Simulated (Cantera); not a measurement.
A closed system holds: 1 mol HMDSO, 0.32 mol N2O, 37 mol N2, at 13.3 mbar.

Equilibrium computed with Cantera from the NASA thermochemical tables; the gas is ideal and each condensed phase is pure. Candidate condensed phases: C, C6H6, C7H8, C8H18, H2O, Si, SiC, SiO2, Si2N2O, Si3N4; 151 gas species. The feed counts by its element totals alone. Mutual solubility and eutectic melting of coexisting phases are not modelled. The numbers say what is thermodynamically allowed, not how fast it happens.

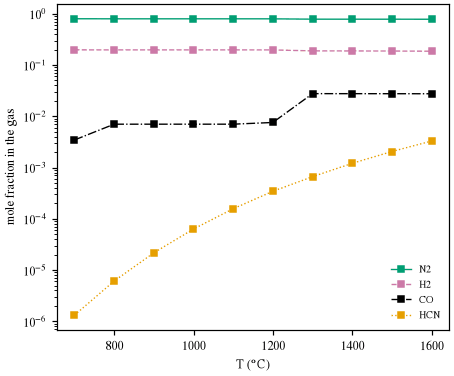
Figure. Equilibrium gas composition (values under 1e-9 drawn at 1e-9)

Read off the mole fractions at 1100 °C.

N2 about 0.80, H2 about 0.20, CO about 0.0070, HCN about 0.00016.
